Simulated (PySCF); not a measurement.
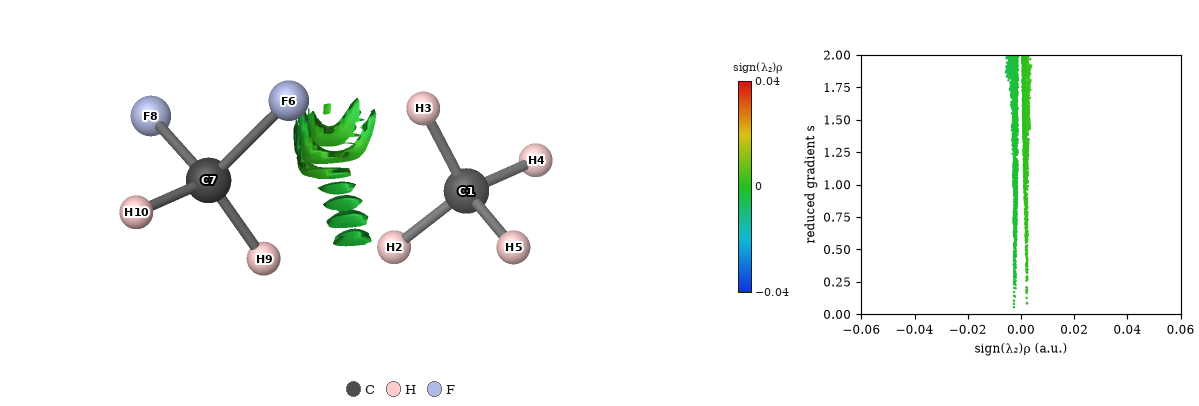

C2H6F2, SMILES `C.FCF`. Non-covalent interaction surfaces between the fragments (reduced density gradient s = 0.4, coloured by sign(λ₂)ρ in a.u.; trimmed to the region between the fragments where ρ is under 0.06 a.u.). Fragment A: H4C (atoms 1–5); fragment B: H2CF2. The plot gives s against sign(λ₂)ρ for grid points between the fragments.

Level of theory: CAM-B3LYP/def2-SVPD (PySCF), at a geometry from GFN2-xTB.

Coordinates in Å:

```
C1      -2.6799   -0.0293    0.0123
H2      -2.5765    0.8945    0.5674
H3      -1.9076   -0.0872   -0.7433
H4      -3.6495   -0.0514   -0.4674
H5      -2.5950   -0.8729    0.6857
F6       1.0580   -1.0777   -0.2905
C7       1.0892    0.0151    0.4922
F8       0.9368    1.0958   -0.2930
H9       0.2490   -0.0309    1.1981
H10      2.0701    0.0702    0.9841
```

Which interactions hold the two fragments together?

Answer. Bond critical points between the fragments: C1···H9, 3.16 Å, ρ = 0.003 a.u.; H3···F8, 3.11 Å, ρ = 0.002 a.u. All are weak and appear green (van der Waals range). Several contacts close a ring, whose ring point adds a part with positive λ₂ between them. The pose is a local one from a semi-empirical search, not shown to be the most stable.

How strongly are they bound?

Answer. The counterpoise-corrected interaction energy of the frozen fragments is −0.2 kcal/mol without dispersion correction and −0.8 kcal/mol with D3(BJ). The pair geometry is semi-empirical, not a minimum at this level.
